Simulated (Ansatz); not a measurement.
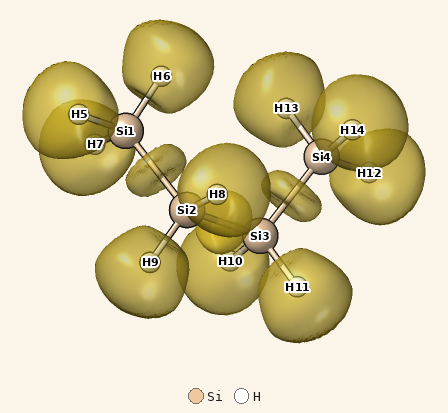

The picture shows: H$_{10}$Si$_{4}$ (SMILES [SiH3][SiH2][SiH2][SiH3]). Isosurface of the electron localisation function at 0.85 (yellow), seen at a tilt. Core shells and regions of very low density are left out.

Not at a stationary point (largest force 0.7 eV/Å).

Computed with SCF PBE, Gaussian basis (Ansatz).

The calculation's input:

```
crystal:
  periodic: [false, false, false]
  atoms:
    - { symbol: Si, position_ang: [-0.50396, 2.16252, 1.05186] }
    - { symbol: Si, position_ang: [-1.53369, 0.21816, 0.33862] }
    - { symbol: Si, position_ang: [-0.27887, -1.02165, -1.17762] }
    - { symbol: Si, position_ang: [1.84039, -1.57105, -0.43187] }
    - { symbol: H, position_ang: [-1.28314, 2.96796, 1.99405] }
    - { symbol: H, position_ang: [0.76843, 1.86723, 1.71704] }
    - { symbol: H, position_ang: [-0.18704, 3.04309, -0.07582] }
    - { symbol: H, position_ang: [-1.83185, -0.63149, 1.50492] }
    - { symbol: H, position_ang: [-2.87236, 0.52328, -0.19294] }
    - { symbol: H, position_ang: [-0.17063, -0.25407, -2.43107] }
    - { symbol: H, position_ang: [-0.99414, -2.23646, -1.60167] }
    - { symbol: H, position_ang: [2.63322, -2.37788, -1.36128] }
    - { symbol: H, position_ang: [2.62715, -0.36505, -0.15825] }
    - { symbol: H, position_ang: [1.7865, -2.32459, 0.82404] }
basis:
  gaussian:
    orbitals: "6-31G*"
hamiltonian:
  xc: pbe
output:
  orbitals: {}
  forces: true
```

Run with:

```sh
python h10si4_energy.py
```

Question: Identify the bonds, lone pairs and shells in this picture.

Answer: The surface consists of three regions between bonded Si–Si atoms (shared pairs) and ten regions around hydrogen nuclei. Profiles from the grid: Si–Si (2.31 Å): the ELF peaks at about 1 between the atoms (a covalent bond). Si–H (1.46 Å): the ELF climbs to about 1 towards the hydrogen, as it does in any bond to H.
